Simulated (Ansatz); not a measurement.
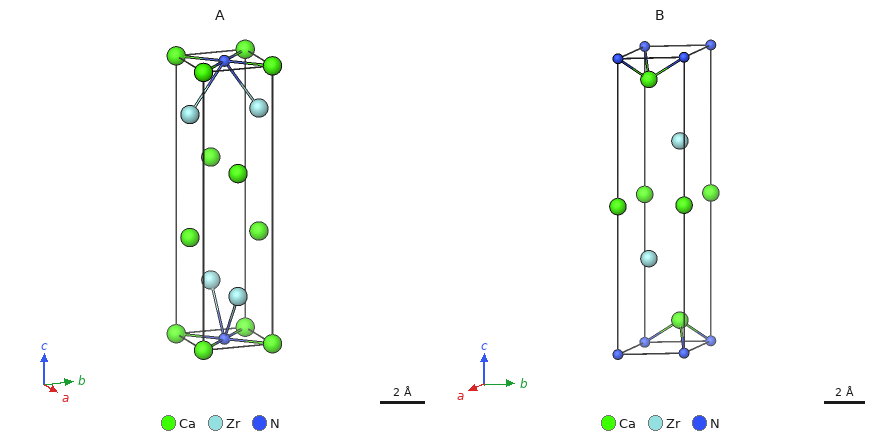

Two structures of Ca3Zr2N, each relaxed to rest (conventional cells in solid outline, small ones repeated, not to one scale). Method: DFT PBE, scalar-relativistic, plane waves, PAW (Ansatz 0.2.0), with collinear spins.

Identify the two structures.

A: 6 atoms a cell on a primitive tetragonal lattice, P-4m2. B: 6 atoms a cell on a primitive hexagonal lattice, P-3m1.

Which polymorph is favoured?

B is lower, by 399 meV/atom at this level of theory (energies at zero smearing). Volumes: A 24.9, B 25.0 Å³/atom.

One or both may be structure types tried for this composition rather than known phases.
